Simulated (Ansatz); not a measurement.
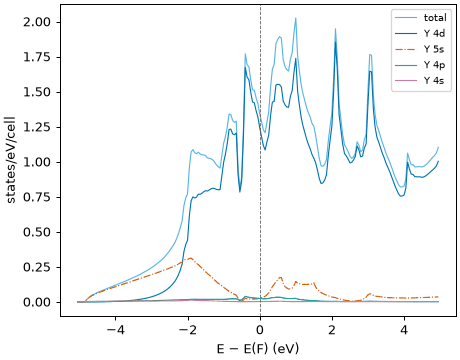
Figure: Total and projected density of states of Y (fcc (Cu type), space group No. 225), DFT-LDA in the program Ansatz with PAW potentials

Question: Which orbitals carry the states next to the Fermi level?

Answer: Within 0.5 eV of the Fermi level: Y 4d 91 %. Projections are on Löwdin-orthogonalised atomic valence shells; empty p or d shells of many metals are not among them.

Question: Where is the tallest occupied peak in this window, and what makes it?

Answer: Near -0.4 eV, about 1.8 states/eV per cell; the largest projected share is Y 4d.

Space group Fm-3m (fcc (Cu type)). The workflow started from an entry of the Crystallography Open Database (COD), which files this formula under 2 space groups. It is not the phase usual at ambient conditions (space group No. 194). The cell was relaxed with LDA under the symmetry of its start; whether a distortion lowers the energy is not shown. No spin polarisation was allowed. Scalar-relativistic: spin–orbit coupling is off unless named, which matters more the heavier the elements.

Potentials: the later of the program's two PAW sets.
